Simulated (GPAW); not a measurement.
The Sn K edge of atom 1 in SnF4 (I4/mmm), with 2 F at 1.88 Å and 4 F at 2.02 Å (distorted octahedral, site symmetry 4/mmm), was computed in 2 ways: full core hole (charged cell) and no core hole. Program and functional: GPAW, LDA, Gaussian full width 8.49 eV; cells of 5 and 10 atoms (the run without a hole in the smaller).

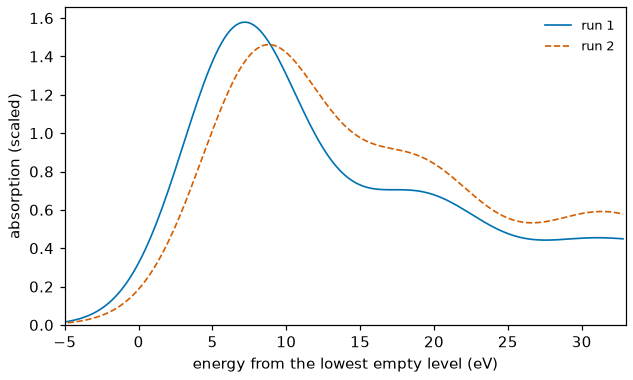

Each run is counted from its own lowest empty level or Fermi level and scaled to a mean of 1 over its first 20 eV.

Q: Which run is which?

Run 1: full core hole (charged cell) (area from −2 to 6 eV 6.0, main maxima 7.2 eV (1.58)). Run 2: no core hole (area from −2 to 6 eV 4.1, main maxima 8.8 eV (1.46)). With each curve scaled to its own mean, the area from −2 to 6 eV with the hole is 6.0 against 4.1, and the centre of weight from −1 to 20 eV moves by -1.2 eV: the hole pulls the absorber's empty states down.

[Hosts, paths, dates, database ids (printed as entryN), source tags and the programs' standing remarks are cut or masked in the printed files.]

[Lists of maxima count a maximum above −3 eV only where it reaches 4 % of the highest in the window and stands out from its surroundings by 2 % of it (1.5 % where it reaches 55 %); shoulders and weaker maxima are passed over, and of the rest the first, up to two pre-edge ones and the few strongest are named.]
